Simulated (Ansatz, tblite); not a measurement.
# Ga(NH3)2H3 (GaN₂H₉): which spin state is lowest

Is the singlet the ground state of Ga(NH3)2H3 (GaN₂H₉)? Other spin states are computed and compared level by level.

The runs use Ansatz 0.2.0, Gaussian basis; as each input shows.

Plan: triplet, at the geometry of the singlet (GFN1-xTB, GFN2-xTB, PBE0-D4/def2-TZVP, PBE-D4/def2-TZVP, r2SCAN-D4/def2-TZVP); the singlet's energies come from earlier runs.

## 1. The geometry

The singlet was relaxed beforehand with PBE-D4/def2-SVP.

12 atoms, charge 0, spin multiplicity 1.

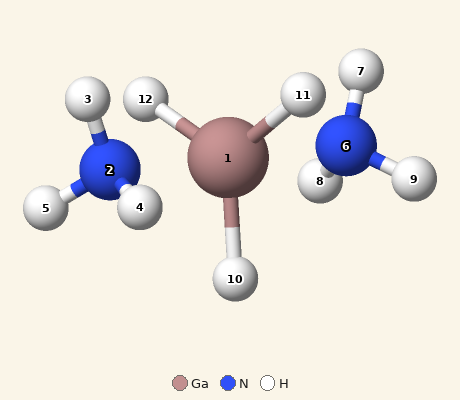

The geometry (gallium pink, nitrogen blue, hydrogen white); atoms are numbered from 1 in the order of the file.

As a file:

```
Ga   -0.00009    0.00003   -0.00002
N    -0.00281   -0.01689    2.35490
H    -0.95897    0.00620    2.73122
H     0.49697    0.79507    2.73873
H     0.45221   -0.86021    2.72658
N     0.00286    0.01689   -2.35487
H    -0.95253    0.03636   -2.73333
H     0.46683   -0.81658   -2.73756
H     0.49582    0.83906   -2.72555
H     1.60004   -0.01828    0.00185
H    -0.78434    1.39489    0.00904
H    -0.81601   -1.37653   -0.01099
```

## 2. Triplet at the fixed geometry, GFN1-xTB

Tight binding, by tblite at 300 K electronic temperature and without a spin-polarisation term:

```python
tblite.interface.Calculator('GFN1-xTB', numbers, positions, charge=0, uhf=2).singlepoint()
```

Energy -336.3163 eV; 0.007 s.

## 3. Triplet at the fixed geometry, GFN2-xTB

Tight binding, by tblite at 300 K electronic temperature and without a spin-polarisation term:

```python
tblite.interface.Calculator('GFN2-xTB', numbers, positions, charge=0, uhf=2).singlepoint()
```

Energy -307.7329 eV; 0.004 s.

## 4. Triplet at the fixed geometry, PBE0-D4/def2-TZVP

in.yaml reads:

```yaml
crystal:
  periodic: [false, false, false]
  atoms:
    - {symbol: Ga, position_ang: [-0.000090, 0.000027, -0.000016]}
    - {symbol: N, position_ang: [-0.002813, -0.016892, 2.354897]}
    - {symbol: H, position_ang: [-0.958967, 0.006201, 2.731222]}
    - {symbol: H, position_ang: [0.496969, 0.795071, 2.738728]}
    - {symbol: H, position_ang: [0.452213, -0.860211, 2.726581]}
    - {symbol: N, position_ang: [0.002865, 0.016888, -2.354871]}
    - {symbol: H, position_ang: [-0.952527, 0.036356, -2.733328]}
    - {symbol: H, position_ang: [0.466833, -0.816577, -2.737561]}
    - {symbol: H, position_ang: [0.495824, 0.839058, -2.725554]}
    - {symbol: H, position_ang: [1.600037, -0.018277, 0.001854]}
    - {symbol: H, position_ang: [-0.784341, 1.394889, 0.009044]}
    - {symbol: H, position_ang: [-0.816013, -1.376532, -0.010995]}
basis:
  gaussian: {orbitals: def2-TZVP}
magnetization: {spin_polarized: true, initial_magnetization: 2}
hamiltonian: {xc: pbe0, dispersion: d4}
scf: {omitted_lower_state_checks: [starts]}
output: {orbitals: {seedname: orbitals}}
```

Run with:

```bash
ansatz run in.yaml --threads 2 --pin off --events-out ev --progress --plain --max-ram 4352MiB
```

The log of the run:

```text
Functional definition: PBE0
  name "PBE0"
  cite "Adamo & Barone, J. Chem. Phys. 110, 6158 (1999) doi:10.1063/1.478522"
  cite "Perdew, Burke & Ernzerhof, Phys. Rev. Lett. 77, 3865 (1996) doi:10.1103/PhysRevLett.77.3865"
  parent pbe
  parameter a = 0.25
  parameter kappa = 0.804
  parameter beta = 0.06672455060314922
  exchange = (1 - a)*pbe_x(kappa = kappa, mu = beta*pi^2/3) + a*exact_x
  correlation = pbe_c(beta = beta)
these checks for a lower state are left out or cut short: starts
1119 factors; their error is unknown
mean field evaluation 1: about -55477.9744 eV, gradient 5.5e1 eV
mean field evaluation 2: about -55456.8019 eV, gradient 8.4e1 eV
mean field evaluation 4: about -55489.0205 eV, gradient 3.7e0 eV
mean field evaluation 8: about -55489.1387 eV, gradient 9.3e-1 eV
mean field evaluation 16: about -55489.3518 eV, gradient 2.9e-4 eV
mean field -55489.35182010 eV, -2039.1960673552 hartree, gradient 1.5e-5 eV, S^2 2.006631; 0 other end points of the search recorded, 0 dependent functions left out
reference -55489.35186293 eV, -2039.1960689290 hartree; 28, 26 occupied and 136, 138 virtual orbitals, 1119 factors
Total energy: -55489.50054526 eV, -2039.2015329038 hartree
Checks for a lower state left out: starts
```

Run time: 8.5 s. Hardware: 2 threads of Arm Neoverse V1, shared host.

From the report: HOMO -1.28 eV, LUMO -6.51 eV (over both spins; with the spin held, an empty level of the minority spin lies below the top filled one); ⟨S²⟩ 2.007 (pure: 2.00).

## 5. Triplet at the fixed geometry, PBE-D4/def2-TZVP

start.molden holds the orbitals of an earlier run on this state, given as this run's starting guess.

in.yaml, as its differences from that of step 4:

```diff
@@ -16,5 +16,5 @@
 basis:
-  gaussian: {orbitals: def2-TZVP}
+  gaussian: {orbitals: def2-TZVP, initial_orbitals: start.molden}
 magnetization: {spin_polarized: true, initial_magnetization: 2}
-hamiltonian: {xc: pbe0, dispersion: d4}
+hamiltonian: {xc: pbe, dispersion: d4}
 scf: {omitted_lower_state_checks: [starts]}
```

Same command.

The log of the run:

```text
Functional definition: PBE
  name "PBE"
  cite "Perdew, Burke & Ernzerhof, Phys. Rev. Lett. 77, 3865 (1996) doi:10.1103/PhysRevLett.77.3865"
  parent pbe
  parameter kappa = 0.804
  parameter beta = 0.06672455060314922
  exchange = pbe_x(kappa = kappa, mu = beta*pi^2/3)
  correlation = pbe_c(beta = beta)
these checks for a lower state are left out or cut short: starts
1074 factors; their error is unknown
mean field evaluation 1: about -55488.5065 eV, gradient 7.2e0 eV
mean field evaluation 2: about -55488.6272 eV, gradient 1.8e-1 eV
mean field evaluation 4: about -55488.5970 eV, gradient 4.5e-2 eV
mean field evaluation 8: about -55488.5971 eV, gradient 3.5e-5 eV
mean field -55488.59710119 eV, -2039.1683319468 hartree, gradient 3.5e-5 eV, S^2 2.002289; 0 other end points of the search recorded, 0 dependent functions left out
reference -55488.59715852 eV, -2039.1683340536 hartree; 28, 26 occupied and 136, 138 virtual orbitals, 1074 factors
Total energy: -55488.77395896 eV, -2039.1748313498 hartree
Checks for a lower state left out: starts
```

Run time: 4.5 s. Hardware: 2 threads of Arm Neoverse V1, shared host.

From the report: HOMO -1.06 eV, LUMO -6.93 eV (over both spins; with the spin held, an empty level of the minority spin lies below the top filled one); ⟨S²⟩ 2.002 (pure: 2.00).

## 6. Triplet at the fixed geometry, r2SCAN-D4/def2-TZVP

in.yaml, as its differences from that of step 5:

```diff
@@ -18,3 +18,3 @@
 magnetization: {spin_polarized: true, initial_magnetization: 2}
-hamiltonian: {xc: pbe, dispersion: d4}
+hamiltonian: {xc: r2scan, dispersion: d4}
 scf: {omitted_lower_state_checks: [starts]}
```

The command is unchanged.

The log of the run:

```text
Functional definition: r2SCAN
  name "r2SCAN"
  cite "Furness, Kaplan, Ning, Perdew & Sun, J. Phys. Chem. Lett. 11, 8208 (2020) doi:10.1021/acs.jpclett.0c02405"
  cite "Furness, Kaplan, Ning, Perdew & Sun, J. Phys. Chem. Lett. 11, 9248 (2020) doi:10.1021/acs.jpclett.0c03077"
  parent r2scan
  parameter k0 = 0.174
  parameter k1 = 0.065
  parameter a1 = 4.9479
  exchange = r2scan_x(k0 = k0, k1 = k1, a1 = a1)
  correlation = r2scan_c
these checks for a lower state are left out or cut short: starts
1074 factors; their error is unknown
mean field evaluation 1: about -55498.1173 eV, gradient 4.4e0 eV
mean field evaluation 2: about -55498.1813 eV, gradient 1.7e-1 eV
mean field evaluation 4: about -55498.1481 eV, gradient 6.5e-2 eV
mean field evaluation 8: about -55498.1483 eV, gradient 7.3e-5 eV
mean field -55498.14831714 eV, -2039.5193326588 hartree, gradient 1.6e-5 eV, S^2 2.006531; 0 other end points of the search recorded, 0 dependent functions left out
reference -55498.14833609 eV, -2039.5193333554 hartree; 28, 26 occupied and 136, 138 virtual orbitals, 1074 factors
Total energy: -55498.19197857 eV, -2039.5209371867 hartree
Checks for a lower state left out: starts
```

It took 14 s on 2 threads of Arm Neoverse V1, shared host.

Report: HOMO -1.13 eV, LUMO -7.11 eV (over both spins; with the spin held, an empty level of the minority spin lies below the top filled one); ⟨S²⟩ 2.007 (pure: 2.00).

## 7. Triplet less singlet, vertical

The singlet's energies are those of its earlier runs, whose logs aren't repeated here.

```csv
level,"triplet less singlet, vertical (kcal/mol)",time
GFN1-xTB,+176.5,0.013 s
GFN2-xTB,+190.8,0.007 s
PBE-D4/def2-TZVP,+132.1,6.7 s
r2SCAN-D4/def2-TZVP,+142.8,18 s
PBE0-D4/def2-TZVP,+149.2,11 s
```

Times add the two runs; a level without a time comes out of a correlated run. Tight binding without a spin term can't rank spin states.

## 8. Outcome

```
                                                quantity                                         value
triplet less singlet, vertical, functionals in def2-TZVP  +132.1 (PBE-D4) to +149.2 kcal/mol (PBE0-D4)
```

What this shows: All functionals put the triplet above the singlet, over a spread of 17.1 kcal/mol. The checks for a lower triplet were left out, so another state of that spin may lie lower. These are electronic energies, without zero-point motion, entropy or surroundings.
